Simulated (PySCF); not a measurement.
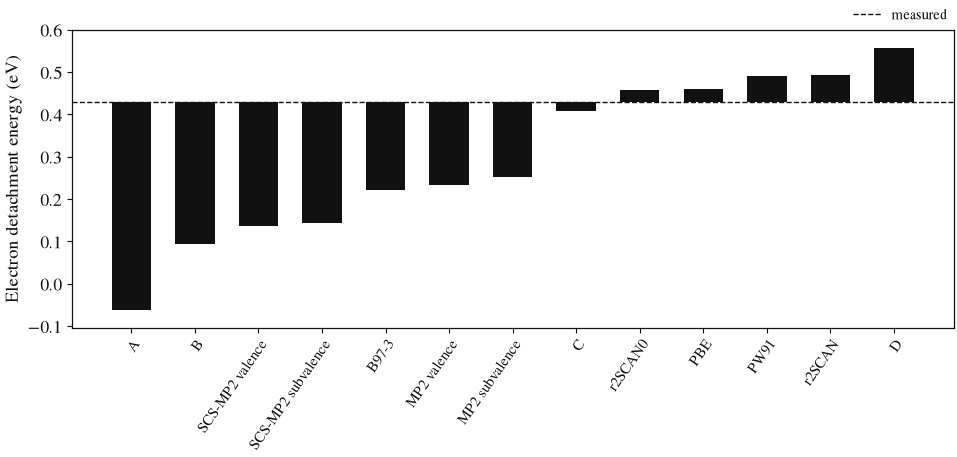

The electron detachment energy of Ga⁻ ([Ar] 3d¹⁰ 4s² 4p² → [Ar] 3d¹⁰ 4s² 4p) by several methods, in rising order. PySCF, x2c-TZVPPall plus 1 diffuse shell for each l, spin-free X2C-1e, unrestricted single determinants, no spin-orbit coupling. Methods marked “valence” freeze 28 core electrons; methods marked “subvalence” freeze 10 core electrons. The lettered entries are HF, LDA, PBE0 and wB97X in some order.

### Match the letters to the methods.

A is HF (−0.061 eV); B is wB97X (0.093 eV); C is PBE0 (0.408 eV); D is LDA (0.557 eV). The values run from −0.061 eV (HF) to 0.557 eV (LDA). The measured value is 0.430 eV; nearest to it come PBE0 (−0.022) and r2SCAN0 (+0.027), furthest HF (−0.491 eV). These values lack spin-orbit coupling; with the first-order correction of −0.024 eV added, r2SCAN0 comes nearest (+0.003).

Limits of the model: highest occupied orbital is unbound.
